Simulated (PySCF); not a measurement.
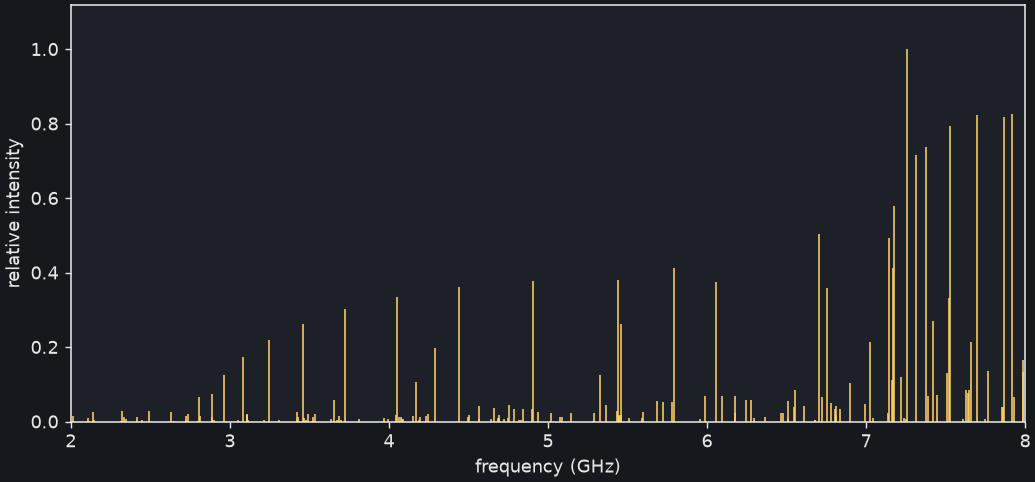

Simulated rotational absorption lines between 2 and 8 GHz at 3 K: rigid rotor with the equilibrium constants and dipole of one optimised conformer (PBE0-D3(BJ)/def2-SVP, PySCF), commonest isotopes; no centrifugal distortion, hyperfine structure, internal rotation or nuclear-spin weights; lines within 1 MHz of each other are summed.

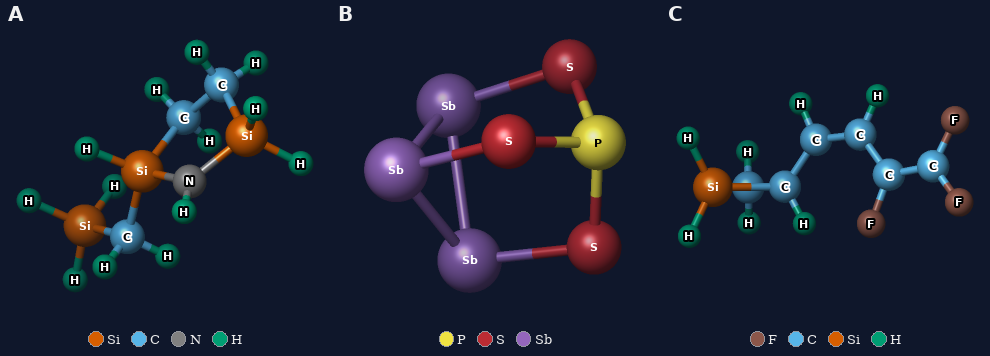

Which molecule gives this spectrum? The candidates are drawn in the second picture.

Answer. Structure A, C₃H₁₃NSi₃, SMILES [SiH3]C[Si@@H]1CC[SiH2]N1. Rotational constants A, B, C = 3.530, 0.7187, 0.6430 GHz, |μa|, |μb|, |μc| = 0.15, 0.69, 0.31 D.

Known limits of this run: coarse grid, loose stop and no frequency check, small forces are noise and the end may be a saddle.
